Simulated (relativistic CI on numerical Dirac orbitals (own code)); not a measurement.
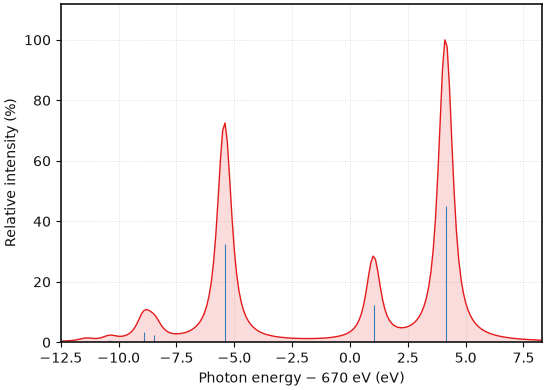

L₂,₃ X-ray absorption of Mn VIII (Mn⁷⁺), [Ar], in a field of Oh symmetry with 10Dq = 20,650 cm⁻¹. Sticks are the strongest transitions, on a scale of their own. Multiplet model: relativistic Dirac–Coulomb–Breit theory, one configuration a step, Slater integrals scaled by 0.7, 80 K, Voigt broadening (Lorentzian 0.6 eV, Gaussian 0.3 eV full widths), computed with a radial Dirac CI code.

### Describe the spectrum.

The main maxima lie at 661.2 eV (11), 664.6 eV (73), 671.0 eV (29) and 674.1 eV (100), heights in % of the largest; the centroid is at 669.6 eV. The lower edge holds 0.41 of the intensity (branching ratio, edges parted at 668 eV), and the core spin-orbit splitting of the orbitals is 10.9 eV. The ground state has S = 0.00.

Note: free-ion energies, so absolute edge positions are off by a few eV from solids.
